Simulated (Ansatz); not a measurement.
Nudged elastic band of CH8NO2SbSi (part 1 of 2)

- system: CH8NO2SbSi, SMILES N[C](O)([SbH2])[SiH2]O
- method: RKS BHLYP-D4/def2-SVP (Ansatz 0.2.0)

The run did not end well. It belongs to a series of runs on one base structure; here: band between the two ends.

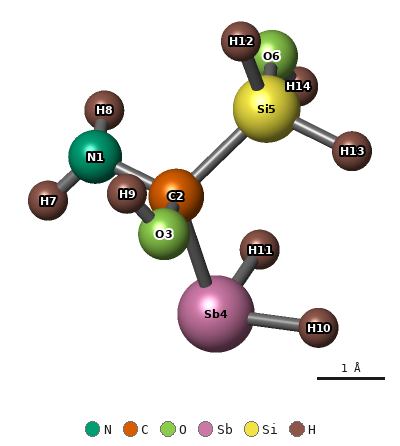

**Figure 1.** The structure as given in the input (ball-and-stick view, seen at a tilt; atoms are numbered from 1 in the order of the input). Sticks mark near contacts.

## Outcome

| quantity | value |
| --- | --- |
| outcome | not converged |
| barrier, forward (band not converged) | 0.140 eV |
| barrier, backward | 0.029 eV |
| hardware | 2 threads of Arm Neoverse V1, 24 GiB of memory available, shared host |
| wall time | 25 min (CPU time 48 min) |
| peak memory | 0.45 GiB |

## What went wrong

The run did not converge: “NEB band did not converge after 35 iterations: max|band force component| = 4.41e-2 eV/Å (threshold 3.0e-2); raise `neb.max_iterations` in a new run, which can start from the last band evaluated (`neb.initial_path`, with `crystal.atoms` and `neb.final_atoms` set to its first and last images), add images, or start from endpoints closer to local minima …” Its last values are not results.

## Input
```yaml
crystal:
  periodic: [false, false, false]
  atoms:
    - { symbol: "N", position_ang: [-0.509542, -1.319538, 1.023909] }
    - { symbol: C, position_ang: [0.424751, -0.463113, 0.361903] }
    - { symbol: O, position_ang: [1.666159, -0.484016, 1.036993] }
    - { symbol: Sb, position_ang: [0.972217, -1.197588, -1.669164] }
    - { symbol: Si, position_ang: [-0.241823, 1.307357, 0.337845] }
    - { symbol: O, position_ang: [-1.782181, 1.301171, -0.281809] }
    - { symbol: H, position_ang: [-0.350513, -2.307615, 0.883901] }
    - { symbol: H, position_ang: [-1.472056, -1.096792, 0.818012] }
    - { symbol: H, position_ang: [1.465926, -0.50209, 1.97542] }
    - { symbol: H, position_ang: [1.848896, 0.185579, -2.144829] }
    - { symbol: H, position_ang: [-0.464333, -0.58696, -2.386409] }
    - { symbol: H, position_ang: [-0.359398, 1.787648, 1.730955] }
    - { symbol: H, position_ang: [0.673763, 2.170833, -0.436467] }
    - { symbol: H, position_ang: [-1.884865, 1.175925, -1.221459] }
basis:
  gaussian: { orbitals: def2-SVP }
hamiltonian:
  xc: { name: BHLYP }
  dispersion: d4
neb:
  order_check: false
  images: 7
  f_tol: 0.03
  max_iterations: 35
  initial_path: idpp
  final_atoms:
    - { symbol: "N", position_ang: [-0.43191674, -1.27778218, 0.86527523] }
    - { symbol: C, position_ang: [0.3261298, -0.27273214, 0.18188858] }
    - { symbol: O, position_ang: [1.64344453, -0.23545954, 0.67836227] }
    - { symbol: Sb, position_ang: [0.48371106, -0.68744793, -2.01202743] }
    - { symbol: Si, position_ang: [-0.47559297, 1.41927269, 0.44319771] }
    - { symbol: O, position_ang: [-2.10438245, 1.30015395, 0.13892275] }
    - { symbol: H, position_ang: [-0.20785097, -2.22435954, 0.59022124] }
    - { symbol: H, position_ang: [-1.42961134, -1.13291441, 0.80928358] }
    - { symbol: H, position_ang: [1.57538303, -0.37268741, 1.62599371] }
    - { symbol: H, position_ang: [1.17900086, -2.213789, -1.70248694] }
    - { symbol: H, position_ang: [1.99670243, 0.05785484, -2.23520216] }
    - { symbol: H, position_ang: [-0.32436278, 1.81689581, 1.85725637] }
    - { symbol: H, position_ang: [0.17215921, 2.40330152, -0.45479232] }
    - { symbol: H, position_ang: [-2.41581267, 1.39049435, -0.75709159] }
```

Run as:
```bash
ansatz run input.yaml --threads 2 --pin off --max-ram 3072MiB --backend cpu --events-out ev --progress --plain --runs-dir out
```

## The program's output
```
Engine: ansatz 0.2.0, aarch64-unknown-linux-gnu
Functional definition: BHLYP
  parameter a = 0.5
  exchange = (1 - a)*b88_x + a*exact_x
  correlation = lyp_c
1585 factors; integrals over basis functions are off by at most 5.7e-4 eV
mean field evaluation 1: about -21146.4585 eV, gradient 6.0e1 eV
mean field evaluation 2: about -21145.4016 eV, gradient 6.5e1 eV
mean field evaluation 4: about -21153.2653 eV, gradient 1.8e0 eV
mean field evaluation 8: about -21153.3535 eV, gradient 9.9e-2 eV
mean field evaluation 16: about -21153.3535 eV, gradient 8.4e-5 eV
mean field -21153.35349605 eV, -777.3714027219 hartree, gradient 8.4e-5 eV, S^2 0.000000; 0 other end points of the search recorded, 0 dependent functions left out
the calculation of the forces begins
reference -21153.35369381 eV, -777.3714099896 hartree; 37, 37 occupied and 103, 103 virtual orbitals, 1585 factors
1585 factors; integrals over basis functions are off by at most 5.8e-4 eV
mean field evaluation 32: about -21153.2490 eV, gradient 1.2e-4 eV
mean field -21153.24900746 eV, -777.3675628369 hartree, gradient 2.1e-5 eV, S^2 0.000000; 0 other end points of the search recorded, 0 dependent functions left out
[... from here on the field's lines of each further geometry are left out, up to the last ...]
NEB iter   1: max|band force component| = 8.408e-1 eV/Å  barrier→ = 0.2997 eV  barrier← = 0.1888 eV  Δτ_max = 0.2000 Å  (251 SCF iters)
NEB iter   2: max|band force component| = 7.728e-1 eV/Å  barrier→ = 0.2525 eV  barrier← = 0.1416 eV  Δτ_max = 0.1115 Å  (208 SCF iters)
NEB iter   3: max|band force component| = 2.001e-1 eV/Å  barrier→ = 0.1852 eV  barrier← = 0.0744 eV  CI = image 5  Δτ_max = 0.0373 Å  (217 SCF iters)
NEB iter   4: max|band force component| = 1.290e-1 eV/Å  barrier→ = 0.1823 eV  barrier← = 0.0714 eV  CI = image 5  Δτ_max = 0.0581 Å  (207 SCF iters)
NEB iter   5: max|band force component| = 4.219e-2 eV/Å  barrier→ = 0.1797 eV  barrier← = 0.0688 eV  CI = image 5  Δτ_max = 0.1320 Å  (211 SCF iters)
NEB iter   6: max|band force component| = 1.050e-1 eV/Å  barrier→ = 0.1777 eV  barrier← = 0.0668 eV  CI = image 5  Δτ_max = 0.0272 Å  (210 SCF iters)
NEB iter   7: max|band force component| = 7.678e-2 eV/Å  barrier→ = 0.1767 eV  barrier← = 0.0658 eV  CI = image 5  Δτ_max = 0.0494 Å  (193 SCF iters)
NEB iter   8: max|band force component| = 5.293e-2 eV/Å  barrier→ = 0.1751 eV  barrier← = 0.0642 eV  CI = image 5  Δτ_max = 0.0586 Å  (206 SCF iters)
NEB iter   9: max|band force component| = 5.686e-2 eV/Å  barrier→ = 0.1742 eV  barrier← = 0.0633 eV  CI = image 5  Δτ_max = 0.0296 Å  (203 SCF iters)
NEB iter  10: max|band force component| = 3.541e-2 eV/Å  barrier→ = 0.1733 eV  barrier← = 0.0624 eV  CI = image 5  Δτ_max = 0.0295 Å  (212 SCF iters)
NEB iter  11: max|band force component| = 3.755e-2 eV/Å  barrier→ = 0.1724 eV  barrier← = 0.0616 eV  CI = image 5  Δτ_max = 0.0148 Å  (198 SCF iters)
NEB iter  12: max|band force component| = 3.544e-2 eV/Å  barrier→ = 0.1720 eV  barrier← = 0.0611 eV  CI = image 5  Δτ_max = 0.0148 Å  (178 SCF iters)
NEB iter  13: max|band force component| = 3.757e-2 eV/Å  barrier→ = 0.1715 eV  barrier← = 0.0606 eV  CI = image 5  Δτ_max = 0.0148 Å  (192 SCF iters)
NEB iter  14: max|band force component| = 3.922e-2 eV/Å  barrier→ = 0.1710 eV  barrier← = 0.0601 eV  CI = image 5  Δτ_max = 0.0148 Å  (196 SCF iters)
NEB iter  15: max|band force component| = 4.068e-2 eV/Å  barrier→ = 0.1704 eV  barrier← = 0.0595 eV  CI = image 5  Δτ_max = 0.0148 Å  (193 SCF iters)
NEB iter  16: max|band force component| = 4.217e-2 eV/Å  barrier→ = 0.1698 eV  barrier← = 0.0589 eV  CI = image 5  Δτ_max = 0.0148 Å  (182 SCF iters)
NEB iter  17: max|band force component| = 4.370e-2 eV/Å  barrier→ = 0.1692 eV  barrier← = 0.0583 eV  CI = image 5  Δτ_max = 0.0296 Å  (181 SCF iters)
NEB iter  18: max|band force component| = 4.744e-2 eV/Å  barrier→ = 0.1678 eV  barrier← = 0.0569 eV  CI = image 5  Δτ_max = 0.0591 Å  (203 SCF iters)
NEB iter  19: max|band force component| = 5.924e-2 eV/Å  barrier→ = 0.1647 eV  barrier← = 0.0538 eV  CI = image 5  Δτ_max = 0.0591 Å  (206 SCF iters)
NEB iter  20: max|band force component| = 7.242e-2 eV/Å  barrier→ = 0.1612 eV  barrier← = 0.0504 eV  CI = image 5  Δτ_max = 0.0591 Å  (208 SCF iters)
NEB iter  21: max|band force component| = 8.357e-2 eV/Å  barrier→ = 0.1576 eV  barrier← = 0.0467 eV  CI = image 5  Δτ_max = 0.0592 Å  (205 SCF iters)
NEB iter  22: max|band force component| = 9.479e-2 eV/Å  barrier→ = 0.1541 eV  barrier← = 0.0432 eV  CI = image 5  Δτ_max = 0.0297 Å  (207 SCF iters)
NEB iter  23: max|band force component| = 1.085e-1 eV/Å  barrier→ = 0.1523 eV  barrier← = 0.0414 eV  CI = image 5  Δτ_max = 0.0148 Å  (213 SCF iters)
NEB iter  24: max|band force component| = 1.084e-1 eV/Å  barrier→ = 0.1515 eV  barrier← = 0.0406 eV  CI = image 5  Δτ_max = 0.0074 Å  (187 SCF iters)
NEB iter  25: max|band force component| = 8.742e-2 eV/Å  barrier→ = 0.1510 eV  barrier← = 0.0401 eV  CI = image 5  Δτ_max = 0.0074 Å  (169 SCF iters)
NEB iter  26: max|band force component| = 8.617e-2 eV/Å  barrier→ = 0.1506 eV  barrier← = 0.0397 eV  CI = image 5  Δτ_max = 0.0148 Å  (169 SCF iters)
NEB iter  27: max|band force component| = 8.332e-2 eV/Å  barrier→ = 0.1497 eV  barrier← = 0.0388 eV  CI = image 5  Δτ_max = 0.0297 Å  (186 SCF iters)
NEB iter  28: max|band force component| = 7.704e-2 eV/Å  barrier→ = 0.1481 eV  barrier← = 0.0372 eV  CI = image 5  Δτ_max = 0.0594 Å  (213 SCF iters)
NEB iter  29: max|band force component| = 6.423e-2 eV/Å  barrier→ = 0.1452 eV  barrier← = 0.0343 eV  CI = image 5  Δτ_max = 0.0594 Å  (214 SCF iters)
NEB iter  30: max|band force component| = 9.337e-2 eV/Å  barrier→ = 0.1429 eV  barrier← = 0.0320 eV  CI = image 5  Δτ_max = 0.0297 Å  (214 SCF iters)
NEB iter  31: max|band force component| = 7.720e-2 eV/Å  barrier→ = 0.1419 eV  barrier← = 0.0311 eV  CI = image 5  Δτ_max = 0.0297 Å  (212 SCF iters)
NEB iter  32: max|band force component| = 5.964e-2 eV/Å  barrier→ = 0.1412 eV  barrier← = 0.0303 eV  CI = image 5  Δτ_max = 0.0297 Å  (211 SCF iters)
NEB iter  33: max|band force component| = 5.428e-2 eV/Å  barrier→ = 0.1405 eV  barrier← = 0.0296 eV  CI = image 5  Δτ_max = 0.0297 Å  (213 SCF iters)
NEB iter  34: max|band force component| = 4.674e-2 eV/Å  barrier→ = 0.1401 eV  barrier← = 0.0292 eV  CI = image 5  Δτ_max = 0.0297 Å  (212 SCF iters)
the calculation of the forces begins
reference -21153.23116846 eV, -777.3669072659 hartree; 37, 37 occupied and 103, 103 virtual orbitals, 1586 factors
these checks for a lower state are left out or cut short: starts, cluster_reference, orbital_swaps, neighbouring_geometries, increment
1585 factors; integrals over basis functions are off by at most 5.7e-4 eV
mean field evaluation 1728: about -21153.1603 eV, gradient 1.3e0 eV
mean field -21153.24379469 eV, -777.3673712711 hartree, gradient 2.0e-5 eV, S^2 0.000000; 0 other end points of the search recorded, 0 dependent functions left out
the calculation of the forces begins
reference -21153.24400026 eV, -777.3673788258 hartree; 37, 37 occupied and 103, 103 virtual orbitals, 1585 factors
NEB iter  35: max|band force component| = 4.410e-2 eV/Å  barrier→ = 0.1398 eV  barrier← = 0.0289 eV  CI = image 5  Δτ_max = 0.0296 Å  (213 SCF iters)
```

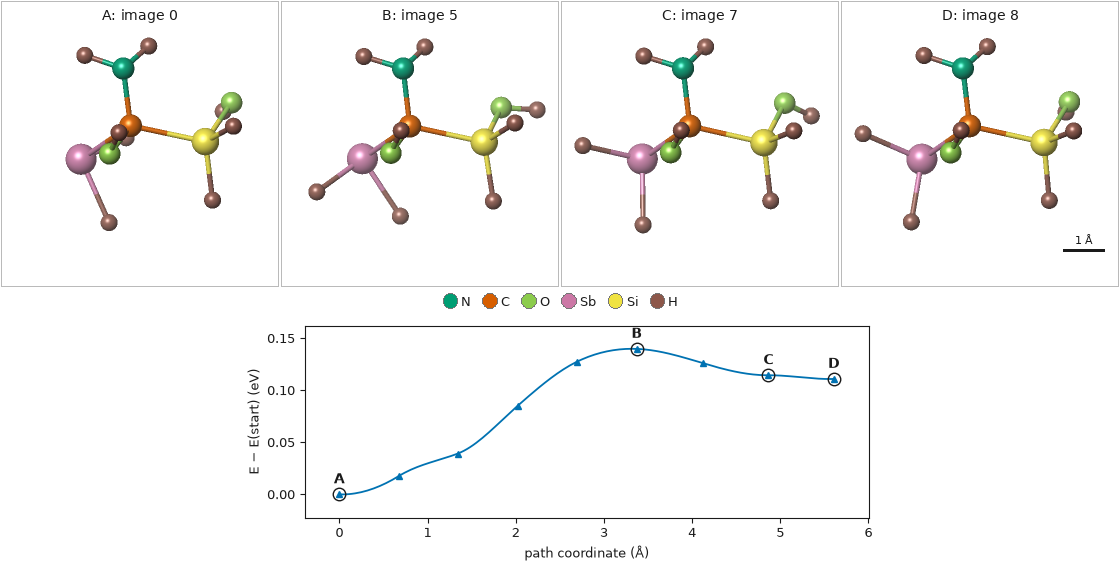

**Figure 2.** Images of the last band (counted from 0; ball-and-stick, seen at a tilt) above the energy along the path; the line is a cubic interpolation that uses the forces. The highest image is number 5, 0.140 eV above the start and 0.029 eV above the end (the climbing image); the end lies 0.111 eV above the start. The path is 5.61 Å long. The band had not converged after 35 iterations.
